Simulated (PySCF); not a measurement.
# C4H12OP2Si: what the fields show

Input

```
{"job": {"kind": "nmr", "xc": "PBE0", "basis": "pcSseg-1"}, "charge": 0, "multiplicity": 1}
C     -2.590667    -1.024890    -0.517880
P     -1.014854    -0.300771    -1.148865
C     -1.482051     1.487578    -1.062238
P     -0.068486    -0.268123     0.833027
O     -0.908874     0.065207     2.003924
C      1.332750    -1.407214     0.972341
C      1.709034     0.093148     0.800016
Si     2.641662     0.584910    -0.755350
H     -2.868655    -0.558428     0.427546
H     -2.462219    -2.096353    -0.368059
H     -3.376035    -0.869200    -1.256973
H     -0.594750     2.099040    -1.222297
H     -2.205456     1.710293    -1.846057
H     -1.913598     1.719331    -0.088357
H      1.527666    -1.843756     1.943924
H      1.593500    -2.055258     0.147818
H      2.040216     0.560449     1.722569
H      2.013923    -0.037541    -1.922296
H      2.603226     2.044269    -0.875814
H      4.018520     0.107986    -0.609408
```

Command:

```sh
OMP_NUM_THREADS=1 python probes_run.py task.json out
```

Geometry: GFN2-xTB.

All numbers below come from PBE0/pcSseg-1, SCF density, gas phase, non-relativistic (PySCF 2.14.0).

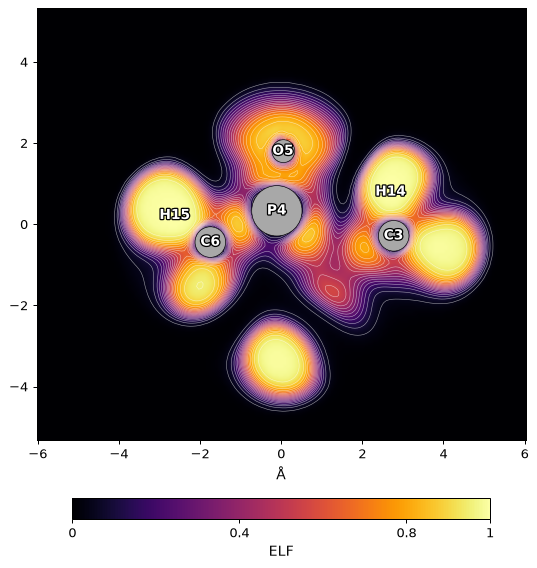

Figure 1. ELF on the plane of atoms P4, C6 and H15. Grey discs cover the atomic cores.

Interpret the plot.

Answer.
- The plane passes through C, P, O and H nuclei.
- P–O (1.48 Å): the ELF peaks at about 0.80 between the atoms, as expected for a short, strongly polar bond.
- C–P (1.81 Å): the ELF peaks at about 0.85 between the atoms; localised, covalent bonding.
- C–H (1.09 Å): the ELF climbs to about 1 towards the hydrogen, as it does in any bond to H; a covalent bond by its length.
- The ELF also peaks beside O5, away from the bonds: lone-pair regions.

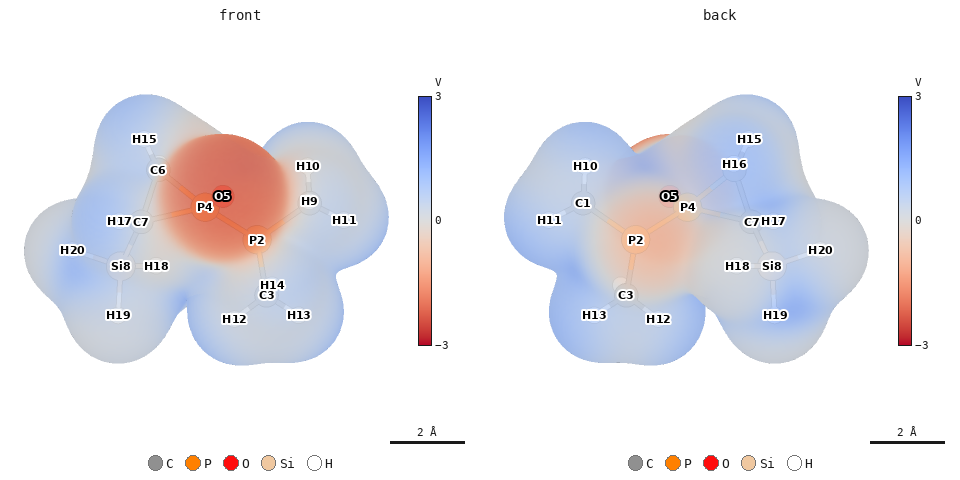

Figure 2. The electrostatic potential painted on the density surface at 0.002 e/bohr³, seen from the front and from behind; red is negative and blue positive.

Where is the surface potential most negative and most positive?

Answer. The most negative region (about −2.1 V) lies over O5, the most positive (about +1.2 V) over P2 and Si8. O5 is the likeliest acceptor of a hydrogen bond.

How polar is the molecule by this calculation?

Answer. Its dipole moment is 2.38 D.
